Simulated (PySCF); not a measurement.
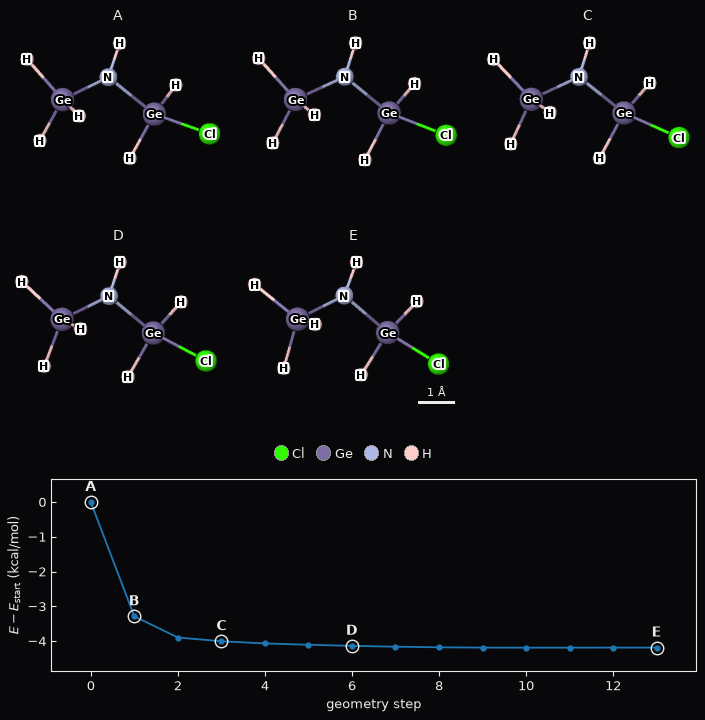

Frames of a relaxation of Ge2NH6Cl, marked on the history of the run. The picture is a ball-and-stick view, seen from a free direction.

The start comes from GFN2-xTB. Its atoms were then displaced at random by about 0.01 Å.

These are results of PySCF 2.14.0, density-fitted response routines, PBE0-D3(BJ)/def2-SVP geometry optimisation, gas phase, not measurements. 

Question: What happens along the run?

Answer: The energy falls by 4.19 kcal/mol in 13 geometry steps. The atom that moves furthest after the best rigid fit is an H atom (0.39 Å). Largest moves by element: H 0.39 Å, Cl 0.33 Å, Ge 0.10 Å, N 0.05 Å. Some distances before and after: Ge–N 1.769 → 1.846 Å, Cl–Ge 2.114 → 2.181 Å, Ge–H 1.491 → 1.537 Å, Ge–H 1.514 → 1.539 Å. Bond angles that change, for instance: Cl–Ge–H 108.9° → 106.0°, H–Ge–H 112.5° → 115.1°, N–Ge–H 114.7° → 112.3°. From step 0 to 1: an H atom moves most (0.11 Å), energy −3.29 kcal/mol. From step 1 to 3: Cl and H atoms move most (0.09 Å), energy −0.72 kcal/mol. From step 3 to 6: an H atom moves most (0.14 Å), energy −0.13 kcal/mol. From step 6 to 13: an H atom moves most (0.15 Å), energy −0.05 kcal/mol.
